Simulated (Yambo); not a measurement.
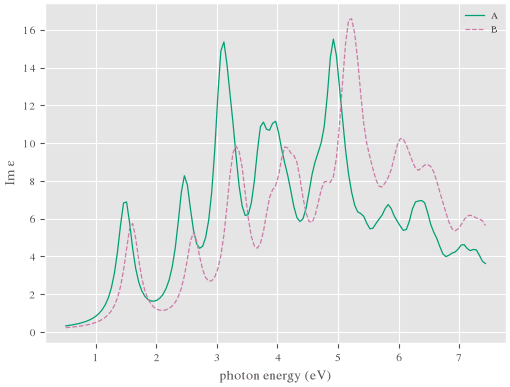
Two computed absorption spectra of CdTe (zinc blende, space group F-43m, No. 216) (Yambo, PBE bands with the same scissor, field along x)

Task: Which curve includes the electron-hole attraction (BSE)?

Result: Curve A: the attraction moves weight to lower energy (centre of the plotted range 4.3 eV against 4.8 eV). Settings: 8×8×8 mesh, 3 valence and 5 conduction bands, static screening with 44 bands and a 4 Ry block, scissor 0.84 eV, Tamm-Dancoff. The scissor comes from a G0W0 run whose convergence isn't established. Broadening 0.15 eV. The band window holds all transitions up to 9.6 eV. On this mesh the peak heights and the fine structure are mesh artefacts; only the shift of weight is robust.

Bands and orbitals come from the standard potentials; the scissor and the G0W0 gaps come from a run at the same geometry on the stringent ones, which hold whole semicore shells in the valence.

Spin-orbit coupling is not included.

Geometry relaxed with PBEsol; primitive cell a = b = c = 4.589 Å, α = β = γ = 60.00°.
